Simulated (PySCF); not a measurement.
Molecule: C₅H₄F₃S⁻, SMILES C=C/C([S-])=C/C(F)(F)F.

```xyz
13

C     -2.6338     0.6013    -0.0844
C     -1.5504    -0.1625    -0.0968
C     -0.1784     0.3366     0.0178
S      0.0721     2.0023     0.1744
C      0.8178    -0.6069    -0.0121
C      2.2498    -0.3324     0.0860
F      2.9712    -1.4938     0.0154
F      2.7907     0.4425    -0.8937
F      2.6819     0.2439     1.2418
H     -3.6310     0.1974    -0.1712
H     -2.5357     1.6697     0.0148
H     -1.6429    -1.2405    -0.1964
H      0.5843    -1.6570    -0.1134
```

GIAO shifts, PBE0/pcSseg-1 in PySCF 2.14.0, at a GFN2-xTB geometry (no frequency check), against TMS for ¹³C computed at the same level. Gas phase, fully decoupled, line heights follow the number of nuclei, widths are arbitrary (no quadrupolar broadening); values of one conformer, averaged over methyl-type rotors and exact or near symmetry; other conformers aren't averaged in.

Question: Predict the ¹³C spectrum.

Answer: 5 signals.


| δ (ppm) | nuclei | atoms |
| --- | --- | --- |
| 185.8 | 1 | C3 |
| 148.4 | 1 | C2 |
| 139.6 | 1 | C6 |
| 119.0 | 1 | C1 |
| 105.9 | 1 | C5 |

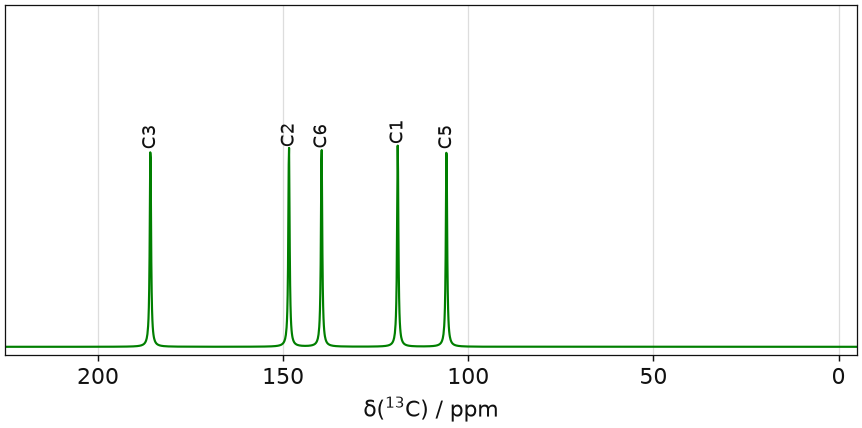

Caveats: the tight-binding geometry is rougher than a DFT one and adds to the error; an anion in a basis that has no diffuse functions.
